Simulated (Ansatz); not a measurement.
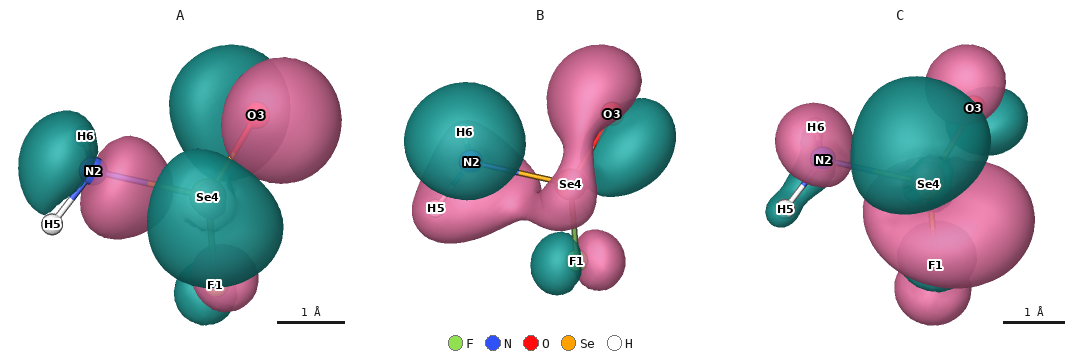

FH₂NOSe. Three frontier orbitals at ±0.1 Å⁻³ᐟ² (teal and pink are the two phases), in no order.

Geometry: PBE0-D3(BJ)/def2-SVP.

All numbers below come from Ansatz, isolated molecule in a Gaussian basis; Kohn-Sham density functional theory, functional PBE0.

Input

```
crystal:
  periodic: [false, false, false]
  atoms:
    - {symbol: F, position_ang: [-0.208313, -2.826504, -1.892932]}
    - {symbol: N, position_ang: [-1.081650, -0.348503, -1.277435]}
    - {symbol: O, position_ang: [1.402552, -1.055061, -0.676930]}
    - {symbol: Se, position_ang: [-0.075260, -1.653664, -0.548943]}
    - {symbol: H, position_ang: [-1.986198, -0.663313, -1.626513]}
    - {symbol: H, position_ang: [-0.548786, 0.147366, -1.994251]}
basis:
  gaussian: {orbitals: def2-TZVPD}
hamiltonian: {xc: pbe0}
output: {forces: true, orbitals: {seedname: orbitals}}
```

Command:

```sh
ansatz run input.yaml --threads 2 --pin off --max-ram 4350MiB --events-out events.jsonl --progress --plain --runs-dir runs
```

Which picture is the HOMO−1, the HOMO and the LUMO?

Answer. B is the HOMO−1 (−9.15 eV). By Hirshfeld shares it lies mainly on N2 (about 45 %), O3 (about 30 %) and Se4 (about 10 %); largely a combination of lone pairs on N2 and O3. A is the HOMO (−8.48 eV). By Hirshfeld shares it lies mainly on O3 (about 55 %), Se4 (about 25 %) and N2 (about 10 %). C is the LUMO (−1.35 eV). It lies mainly on Se4 (about 65 %), F1 (about 15 %), O3 (about 15 %) and N2 (about 5 %).

What is the HOMO–LUMO gap?

Answer. 7.13 eV between the orbital energies.
